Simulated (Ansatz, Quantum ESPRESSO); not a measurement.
# Work function of Os(0001), 4 layers, one monolayer of Na on top sites, part 3 of 6

Aim: the work function of each face of Os(0001), 4 layers, one monolayer of Na on top sites, and how it moves with functional, pseudopotentials and boundary condition.

Quantum ESPRESSO 7.5; plane-wave DFT, PBE, GBRV ultrasoft pseudopotentials; geometry and cross-check by Ansatz 0.2.0 with PAW datasets.

So far. Step 4 (Electrostatic potential): A straight line through the vacuum has a slope of 2 meV/Å; the tail of the density may enter that fit. Step 5 (Macroscopic average): Where the running mean is not flat inside, average.x's window, rounded to the grid, doesn't match the spacings there.

## (6) Valence density

plot_num = 0 writes the valence density.

Contents of rho.in:

```
&inputpp
  prefix = 'scf'
  outdir = './out'
  filplot = 'rho.dat'
  plot_num = 0
/
```

Launch:

```console
$ OMP_NUM_THREADS=1 mpirun -n 4 pp.x -in rho.in > rho.out
```

Output:

```text
[banner, memory and clock lines left out]
Program POST-PROC v.7.5 starts

          URL

     ./out/scf.save/

     IMPORTANT: XC functional enforced from input :
     Exchange-correlation= PBE
                           (   1   4   3   4   0   0   0)
     Any further DFT definition will be discarded
     Please, verify this is what you really want

     negative rho (up, down):  4.904E-01 0.000E+00

     Adding external electric field

     Computed dipole along edir(3) :
        Dipole                0.1103 Ry au,          0.2803 Debye
        Dipole field          0.0012 Ry au,

        Potential amp.       -0.1146 Ry
        Total length         46.2418 bohr

     Calling punch_plot, plot_num =   0
     Writing data to file  rho.dat
     Message from routine chdens:
     namelist plot not found or invalid, exiting
```

The job ended after 1 s (4 MPI ranks of Arm Neoverse V2, shared host; peak memory 0.15 GiB).

This step gave:

```
electrons by integration : 73.00 e
```

The valence density, planar mean oscillates, so the rows of the table below give means over windows of 2.15 Å about each position, cut where the curve ends. Its maxima inside the range that stand out by 2 % of the span (Å: e/Å³): 8.0: 1.83, 8.5: 1.85, 10.3: 1.83, 10.6: 1.84, 12.5: 1.84, 12.8: 1.84, 14.5: 1.84, 15.0: 1.84, 17.7: 2.00. Its minima: 8.3: 1.75, 9.4: 0.419, 10.4: 1.76, 11.6: 0.413, 12.6: 1.77, 13.7: 0.441, 14.7: 1.76, 16.7: 0.0746.

Mean over planes. Table of valence density, planar mean by z; means over each step:

```tsv
z (Å)	valence density, planar mean (e/Å³)
3.22	1.6e-5
5.37	0.00442
7.52	0.820
9.67	1.13
11.82	1.13
13.97	1.17
16.12	0.378
18.27	0.586
20.42	0.00631
22.57	9.3e-5
```

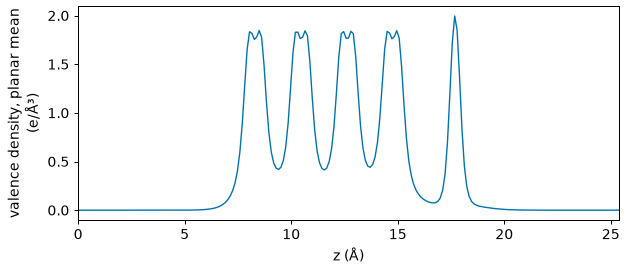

Valence density, planar mean, plotted against z.

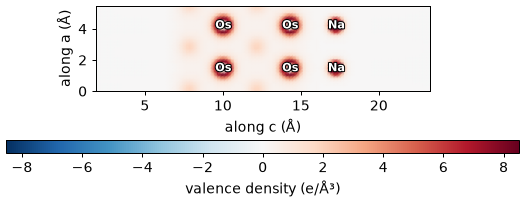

Valence density in the ca plane at fractional y = 0.000, with atoms of Os and Na within 0.2 Å of it. It is the smooth field of the valence electrons, not physical close to the nuclei. The map starts off the cell's origin, so that atoms lie inside it. The far vacuum is left out of the map.

The density integrates to 73.000 electrons, as the 73 of the input ask.

## (7) Projections on atomic orbitals

projwfc.x splits the states by atom and orbital; the spilling says how much the atomic basis misses.

Contents of pdos.in:

```
&projwfc
  prefix = 'scf'
  outdir = './out'
  filpdos = 'pdos'
  Emin = -0.929
  Emax = 11.071
  DeltaE = 0.1
  ngauss = 0
  degauss = 0.01
/
```

Launch:

```console
$ OMP_NUM_THREADS=1 mpirun -n 4 projwfc.x -in pdos.in > pdos.out
```

Output:

```text
[banner, memory and clock lines left out]
Program PROJWFC v.7.5 starts

          URL

     ./out/scf.save/

     IMPORTANT: XC functional enforced from input :
     Exchange-correlation= PBE
                           (   1   4   3   4   0   0   0)
     Any further DFT definition will be discarded
     Please, verify this is what you really want

     negative rho (up, down):  4.904E-01 0.000E+00

     Adding external electric field

     Computed dipole along edir(3) :
        Dipole                0.1103 Ry au,          0.2803 Debye
        Dipole field          0.0012 Ry au,

        Potential amp.       -0.1146 Ry
        Total length         46.2418 bohr

     Gaussian broadening (read from input): ngauss,degauss=   0    0.010000

     Calling projwave ....
     one sub-group per band group will be used

     linear algebra parallelized on   4 procs

  Problem Sizes
  natomwfc =           57
  nx       =           29
  nbnd     =           44
  nkstot   =           74
  npwx     =         1263
  nkb      =          141

     Atomic states used for projection
     (read from pseudopotential files):

     state #   1: atom   1 (Os ), wfc  1 (l=0 m= 1)
     state #   2: atom   1 (Os ), wfc  2 (l=1 m= 1)
     state #   3: atom   1 (Os ), wfc  2 (l=1 m= 2)
     state #   4: atom   1 (Os ), wfc  2 (l=1 m= 3)
     state #   5: atom   1 (Os ), wfc  3 (l=2 m= 1)
     state #   6: atom   1 (Os ), wfc  3 (l=2 m= 2)
     state #   7: atom   1 (Os ), wfc  3 (l=2 m= 3)
     state #   8: atom   1 (Os ), wfc  3 (l=2 m= 4)
     state #   9: atom   1 (Os ), wfc  3 (l=2 m= 5)
     state #  10: atom   1 (Os ), wfc  4 (l=0 m= 1)
     state #  11: atom   1 (Os ), wfc  5 (l=1 m= 1)
     state #  12: atom   1 (Os ), wfc  5 (l=1 m= 2)
     state #  13: atom   1 (Os ), wfc  5 (l=1 m= 3)
     state #  14: atom   2 (Os ), wfc  1 (l=0 m= 1)
     state #  15: atom   2 (Os ), wfc  2 (l=1 m= 1)
     state #  16: atom   2 (Os ), wfc  2 (l=1 m= 2)
     state #  17: atom   2 (Os ), wfc  2 (l=1 m= 3)
     state #  18: atom   2 (Os ), wfc  3 (l=2 m= 1)
     state #  19: atom   2 (Os ), wfc  3 (l=2 m= 2)
     state #  20: atom   2 (Os ), wfc  3 (l=2 m= 3)
     state #  21: atom   2 (Os ), wfc  3 (l=2 m= 4)
     state #  22: atom   2 (Os ), wfc  3 (l=2 m= 5)
     state #  23: atom   2 (Os ), wfc  4 (l=0 m= 1)
     state #  24: atom   2 (Os ), wfc  5 (l=1 m= 1)
     state #  25: atom   2 (Os ), wfc  5 (l=1 m= 2)
     state #  26: atom   2 (Os ), wfc  5 (l=1 m= 3)
     state #  27: atom   3 (Os ), wfc  1 (l=0 m= 1)
     state #  28: atom   3 (Os ), wfc  2 (l=1 m= 1)
     state #  29: atom   3 (Os ), wfc  2 (l=1 m= 2)
     state #  30: atom   3 (Os ), wfc  2 (l=1 m= 3)
     state #  31: atom   3 (Os ), wfc  3 (l=2 m= 1)
     state #  32: atom   3 (Os ), wfc  3 (l=2 m= 2)
     state #  33: atom   3 (Os ), wfc  3 (l=2 m= 3)
     state #  34: atom   3 (Os ), wfc  3 (l=2 m= 4)
     state #  35: atom   3 (Os ), wfc  3 (l=2 m= 5)
     state #  36: atom   3 (Os ), wfc  4 (l=0 m= 1)
     state #  37: atom   3 (Os ), wfc  5 (l=1 m= 1)
     state #  38: atom   3 (Os ), wfc  5 (l=1 m= 2)
     state #  39: atom   3 (Os ), wfc  5 (l=1 m= 3)
     state #  40: atom   4 (Os ), wfc  1 (l=0 m= 1)
     state #  41: atom   4 (Os ), wfc  2 (l=1 m= 1)
     state #  42: atom   4 (Os ), wfc  2 (l=1 m= 2)
     state #  43: atom   4 (Os ), wfc  2 (l=1 m= 3)
     state #  44: atom   4 (Os ), wfc  3 (l=2 m= 1)
     state #  45: atom   4 (Os ), wfc  3 (l=2 m= 2)
     state #  46: atom   4 (Os ), wfc  3 (l=2 m= 3)
     state #  47: atom   4 (Os ), wfc  3 (l=2 m= 4)
     state #  48: atom   4 (Os ), wfc  3 (l=2 m= 5)
     state #  49: atom   4 (Os ), wfc  4 (l=0 m= 1)
     state #  50: atom   4 (Os ), wfc  5 (l=1 m= 1)
     state #  51: atom   4 (Os ), wfc  5 (l=1 m= 2)
     state #  52: atom   4 (Os ), wfc  5 (l=1 m= 3)
     state #  53: atom   5 (Na ), wfc  1 (l=0 m= 1)
     state #  54: atom   5 (Na ), wfc  2 (l=1 m= 1)
     state #  55: atom   5 (Na ), wfc  2 (l=1 m= 2)
     state #  56: atom   5 (Na ), wfc  2 (l=1 m= 3)
     state #  57: atom   5 (Na ), wfc  3 (l=0 m= 1)

[... projections of each state ...]
Lowdin Charges:

     Atom #   1: total charge =  15.9805, s =  2.4571,
     Atom #   1: total charge =  15.9805, p =  7.0733, pz=  2.2837, px=  2.3948, py=  2.3948,
     Atom #   1: total charge =  15.9805, d =  6.4501, dz2=  1.2282, dxz=  1.3339, dyz=  1.3339, dx2-y2=  1.2770, dxy=  1.2770,
     Atom #   2: total charge =  15.9751, s =  2.3759,
     Atom #   2: total charge =  15.9751, p =  7.1824, pz=  2.4077, px=  2.3874, py=  2.3874,
     Atom #   2: total charge =  15.9751, d =  6.4168, dz2=  1.2712, dxz=  1.2816, dyz=  1.2816, dx2-y2=  1.2912, dxy=  1.2912,
     Atom #   3: total charge =  15.9771, s =  2.3712,
     Atom #   3: total charge =  15.9771, p =  7.1860, pz=  2.4147, px=  2.3856, py=  2.3856,
     Atom #   3: total charge =  15.9771, d =  6.4199, dz2=  1.2663, dxz=  1.2944, dyz=  1.2944, dx2-y2=  1.2824, dxy=  1.2824,
     Atom #   4: total charge =  16.3088, s =  2.4424,
     Atom #   4: total charge =  16.3088, p =  7.3496, pz=  2.4609, px=  2.4443, py=  2.4443,
     Atom #   4: total charge =  16.3088, d =  6.5168, dz2=  1.3237, dxz=  1.3227, dyz=  1.3227, dx2-y2=  1.2739, dxy=  1.2739,
     Atom #   5: total charge =   8.6369, s =  2.6435,
     Atom #   5: total charge =   8.6369, p =  5.9934, pz=  1.9970, px=  1.9982, py=  1.9982,
     Atom #   5: total charge =   8.6369, d =  0.0000, dz2=  0.0000, dxz=  0.0000, dyz=  0.0000, dx2-y2=  0.0000, dxy=  0.0000,
     Spilling Parameter:   0.0017
```

It took 2.7 s on 4 MPI ranks; peak memory 0.22 GiB; 11 s of CPU time.

Numbers from this step:

```
spilling of the projection : 0.0017
```

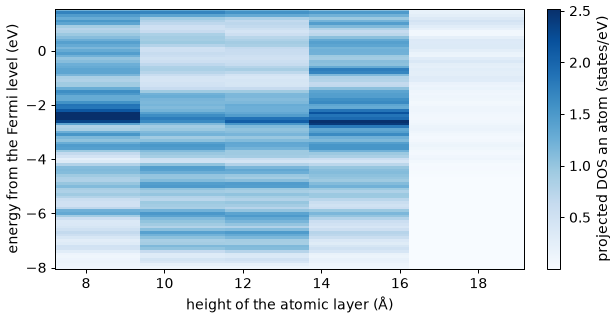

Projected DOS an atom over height of the atomic layer and energy from the Fermi level. Columns are the atomic layers from the bottom up.

The atomic orbitals miss 0.2 % of the occupied states; for empty states the projections can miss much more.

## (8) Self-consistent run: open boundaries by the effective screening medium

Open boundaries by another road: assume_isolated = 'esm' with bc1, the slab centred on z = 0.

Contents of esm.in:

```
&control
  prefix = 'esm'
  outdir = './out'
  pseudo_dir = './pseudo'
  calculation = 'scf'
  tprnfor = .true.
/
&system
  ibrav = 0
  nat = 5
  ntyp = 2
  ecutwfc = 40
  ecutrho = 200
  occupations = 'smearing'
  smearing = 'mv'
  degauss = 0.02
  assume_isolated = 'esm'
  esm_bc = 'bc1'
/
&electrons
  conv_thr = 1e-07
  mixing_beta = 0.4
  electron_maxstep = 120
  mixing_mode = 'local-TF'
/
ATOMIC_SPECIES
  Os  190.2300  os_pbe_v1.2.uspp.F.UPF
  Na  22.9898  na_pbe_v1.5.uspp.F.UPF
CELL_PARAMETERS angstrom
  2.74000000001769 0.00000000000000 0.00000000000000
  1.37000000000884 2.37290960638468 0.00000000000000
  0.00000000000000 0.00000000000000 25.48969000000000
ATOMIC_POSITIONS crystal
  Os  0.666666666667 0.666666666667 -0.184211955095
  Os  0.000000000000 0.000000000000 -0.099345093295
  Os  0.666666666667 0.666666666667 -0.014283628926
  Os  -0.000000000000 0.000000000000 0.069027464669
  Na  -0.000000000000 0.000000000000 0.184211955095
K_POINTS automatic
  12 12 1 0 0 0
```

Launch:

```console
$ OMP_NUM_THREADS=1 mpirun -n 4 pw.x -nk 4 -in esm.in > esm.out
```

Output:

```text
[banner, memory and clock lines left out]
Program PWSCF v.7.5 starts
[citation notice left out]

[...]
Message from routine setup:
[...]
bravais-lattice index     =            0
     lattice parameter (alat)  =       5.1778  a.u.
     unit-cell volume          =    1118.3891 (a.u.)^3
     number of atoms/cell      =            5
     number of atomic types    =            2
     number of electrons       =        73.00
     number of Kohn-Sham states=           44
     kinetic-energy cutoff     =      40.0000  Ry
     charge density cutoff     =     200.0000  Ry
     scf convergence threshold =      1.0E-07
     mixing beta               =       0.4000
     number of iterations used =            8  local-TF  mixing
     Exchange-correlation=  SLA  PW   PBX  PBC
                           (   1   4   3   4   0   0   0)

     Effective Screening Medium Method
     Boundary Conditions: Vacuum-Slab-Vacuum
     total charge in unit cell        =   0.0000
     grid points for fit at edges     =        4

[...]
PseudoPot. # 1 for Os read from file:
     ./pseudo/os_pbe_v1.2.uspp.F.UPF
     Pseudo is Ultrasoft + core correction, Zval = 16.0
     Generated by new atomic code, or converted to UPF format
     Using radial grid of  983 points,  8 beta functions with:
                l(1) =   0
                l(2) =   0
                l(3) =   1
                l(4) =   1
                l(5) =   2
                l(6) =   2
                l(7) =   3
                l(8) =   3
     Q(r) pseudized with  8 coefficients,  rinner =    1.150   1.150   1.150
                                                       1.150   1.150   1.150
                                                       1.150

     PseudoPot. # 2 for Na read from file:
     ./pseudo/na_pbe_v1.5.uspp.F.UPF
     Pseudo is Ultrasoft, Zval =  9.0
     Generated by new atomic code, or converted to UPF format
     Using radial grid of  819 points,  5 beta functions with:
                l(1) =   0
                l(2) =   0
                l(3) =   1
                l(4) =   1
                l(5) =   2
     Q(r) pseudized with  8 coefficients,  rinner =    1.250   1.250   1.250
                                                       1.250   1.250

     atomic species   valence    mass     pseudopotential
     Os               16.00   190.23000     Os( 1.00)
     Na                9.00    22.98980     Na( 1.00)

      6 Sym. Ops. (no inversion) found

[...]
number of k points=    19  Marzari-Vanderbilt smearing, width (Ry)=  0.0200
[...]
Dense  grid:    53443 G-vectors     FFT dimensions: (  24,  24, 225)

     Smooth grid:    38353 G-vectors     FFT dimensions: (  24,  24, 200)

     Initial potential from superposition of free atoms

     starting charge      70.9936, renormalised to      73.0000

     negative rho (up, down):  4.905E-01 0.000E+00
     Starting wfcs are   57 randomized atomic wfcs

     per-process dynamical memory:    71.4 Mb

     Self-consistent Calculation

     iteration #  1     ecut=    40.00 Ry     beta= 0.40
     Davidson diagonalization with overlap
     c_bands:  3 eigenvalues not converged
     c_bands:  3 eigenvalues not converged
     c_bands:  4 eigenvalues not converged
     ethr =  1.00E-02,  avg # of iterations = 14.2

     negative rho (up, down):  5.324E-01 0.000E+00

     total energy              =    -873.72141445 Ry
     estimated scf accuracy    <     704.72837679 Ry

     iteration #  2     ecut=    40.00 Ry     beta= 0.40
[...]
negative rho (up, down):  5.209E-01 0.000E+00

[...]
total energy              =    -886.37198539 Ry
     estimated scf accuracy    <      85.54103034 Ry

     iteration #  3     ecut=    40.00 Ry     beta= 0.40
[...]
negative rho (up, down):  5.068E-01 0.000E+00

[...]
total energy              =    -887.63197573 Ry
     estimated scf accuracy    <      17.04600988 Ry

     iteration #  4     ecut=    40.00 Ry     beta= 0.40
[...]
c_bands:  1 eigenvalues not converged
[...]
negative rho (up, down):  4.939E-01 0.000E+00

[...]
total energy              =    -888.98417344 Ry
     estimated scf accuracy    <       4.94701759 Ry

     iteration #  5     ecut=    40.00 Ry     beta= 0.40
[...]
negative rho (up, down):  4.796E-01 0.000E+00

[...]
total energy              =    -888.83361464 Ry
     estimated scf accuracy    <       4.01428430 Ry

     iteration #  6     ecut=    40.00 Ry     beta= 0.40
[...]
negative rho (up, down):  4.831E-01 0.000E+00

[...]
total energy              =    -888.74413646 Ry
     estimated scf accuracy    <       3.86532007 Ry

[...]
iteration # 39     ecut=    40.00 Ry     beta= 0.40
[...]
negative rho (up, down):  4.866E-01 0.000E+00

[...]
total energy              =    -889.46051507 Ry
     estimated scf accuracy    <       0.00000547 Ry

     iteration # 40     ecut=    40.00 Ry     beta= 0.40
[...]
negative rho (up, down):  4.866E-01 0.000E+00

[...]
total energy              =    -889.46062887 Ry
     estimated scf accuracy    <       0.00000024 Ry

     iteration # 41     ecut=    40.00 Ry     beta= 0.40
[...]
negative rho (up, down):  4.866E-01 0.000E+00

[...]
total energy              =    -889.46062700 Ry
     estimated scf accuracy    <       0.00000045 Ry

     iteration # 42     ecut=    40.00 Ry     beta= 0.40
[...]
negative rho (up, down):  4.866E-01 0.000E+00

[...]
End of self-consistent calculation

          k = 0.0000 0.0000 0.0000 (  4765 PWs)   bands (ev):

   -91.3918 -91.3365 -90.9286 -90.9084 -58.0885 -51.1630 -50.7272 -50.4069
   -50.4069 -50.3215 -50.3215 -50.2224 -50.0925 -49.9019 -49.9019 -49.8634
   -49.8634 -29.9450 -29.8272 -29.8272 -14.9527 -13.4153 -12.1972 -12.0653
    -8.5175  -7.8565  -7.8565  -7.6530  -7.6530  -7.6514  -7.5857  -6.9437
    -6.9437  -6.7963  -6.7963  -6.7693  -5.4433  -5.4069  -5.4069  -4.4741
    -4.1669  -4.1669  -3.1464  -3.1463

          k = 0.0000 0.0962 0.0000 (  4747 PWs)   bands (ev):

   -91.3871 -91.3335 -90.9251 -90.9048 -58.0842 -51.1458 -50.7319 -50.4449
   -50.4216 -50.3917 -50.3316 -50.1994 -50.1016 -49.9468 -49.9130 -49.9095
   -49.8746 -29.9395 -29.8589 -29.8338 -14.6795 -13.1520 -11.9325 -11.7905
    -8.5572  -8.1006  -7.9871  -7.8747  -7.6446  -7.4894  -7.4679  -7.0911
    -6.9179  -6.7618  -6.6581  -6.5996  -5.7249  -5.4826  -5.4226  -5.0547
    -4.2452  -4.0828  -3.1545  -2.8383

[...]
the Fermi energy is    -4.5658 ev

!    total energy              =    -889.46063979 Ry
     estimated scf accuracy    <       0.00000001 Ry
     smearing contrib. (-TS)   =      -0.00049593 Ry
     internal energy E=F+TS    =    -889.46014386 Ry

     The total energy is F=E-TS. E is the sum of the following terms:
     one-electron contribution =   18934.57642372 Ry
     hartree contribution      =   -9494.79167213 Ry
     xc contribution           =    -164.05421665 Ry
     ewald contribution        =  -10165.19067879 Ry

     convergence has been achieved in  42 iterations

     negative rho (up, down):  4.866E-01 0.000E+00

     Forces acting on atoms (cartesian axes, Ry/au):

     atom    1 type  1   force =     0.00000000    0.00000000    0.01820747
     atom    2 type  1   force =     0.00000000    0.00000000   -0.01679021
     atom    3 type  1   force =     0.00000000    0.00000000   -0.00050518
     atom    4 type  1   force =    -0.00000000   -0.00000000   -0.00145084
     atom    5 type  2   force =     0.00000000    0.00000000    0.00049762

     Total force =     0.024820     Total SCF correction =     0.000836

[...]
```

The job ended after 2 min (4 MPI ranks; peak memory 0.91 GiB; 7.9 min of CPU time).

This step gave:

```
Fermi energy                                                   : -4.566 eV
vacuum line at the lower end of the cell, over the Fermi level : 5.377 eV
vacuum line at the upper end of the cell, over the Fermi level : 3.754 eV
```

The potential energy, planar mean oscillates, so the rows of the table below give means over windows of 2.16 Å about each position, cut where the curve ends. Its maxima inside the range that stand out by 2 % of the span (Å: eV): -4.6: -10.7, -3.6: -2.77, -2.5: -11.2, -1.5: -2.98, -0.3: -11.2, 0.7: -3.28, 1.8: -10.8, 3.3: 2.23, 4.6: 42.8. Its minima: -5.1: -13.7, -4.3: -14.0, -3.0: -14.5, -2.1: -14.4, -0.8: -14.5, 0.0: -14.4, 1.4: -14.1, 2.1: -13.8, 4.0: -0.798, 5.4: -1.70.

Electrostatic potential energy of an electron; zero at the Fermi level. Table of potential energy, planar mean by z; means over each step:

```tsv
z (Å)	potential energy, planar mean (eV)
-11.61	5.38
-9.45	5.38
-7.29	5.10
-5.13	-7.59
-2.97	-9.87
-0.81	-9.96
1.35	-9.78
3.51	5.76
5.67	10.5
7.83	3.61
9.99	3.75
12.15	3.75
```

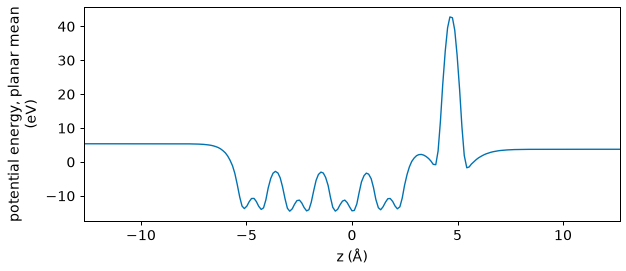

Potential energy, planar mean, plotted against z.

The vacuum levels are read from the outermost 0.7 Å of the cell on either side.

The run needed 42 iterations to bring the estimated error under 1e-07 Ry; the largest force on any atom, held or free, is 0.47 eV/Å.

The upper level is 3.754 eV against 3.756 eV from the periodic run.

(Continued in part 4 of 6.)

[Logs are printed without paths, hosts, clocks, repeated set-up lines and the standing remarks that a program may print on its own settings, such as how far it seeks lower states.]

[Hosts, paths, dates, database ids (printed as entryN), source tags and the programs' standing remarks are cut or masked in the printed files.]

[Maps of the electrostatic potential energy from Ansatz leave out the sawtooth potential of an applied field or a dipole correction, so their vacuum need not be flat; planar profiles and work functions include it.]
